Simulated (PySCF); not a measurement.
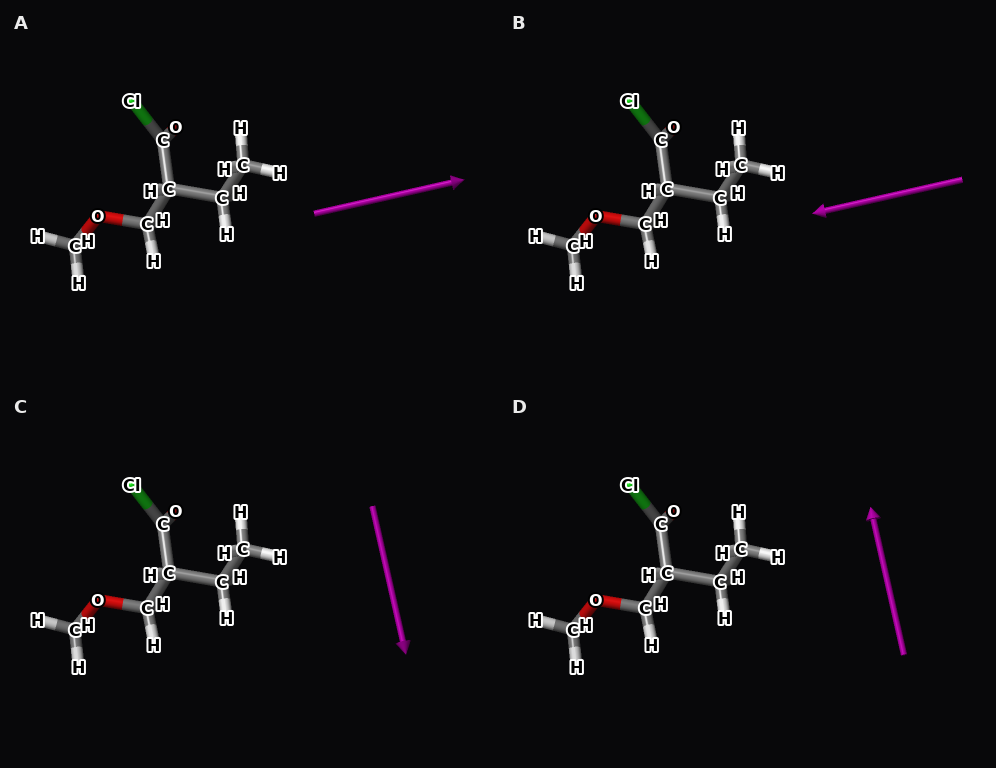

The same molecule four times, each with an arrow. The geometry was computed by an optimisation with GFN2-xTB. No frequency run is at hand to confirm it as a minimum. Level of theory: PBE0/pcSseg-1, gas phase (PySCF 2.14.0).

**Which arrow points along the dipole moment, from the negative to the positive end?**

C. The dipole moment is 3.62 D.
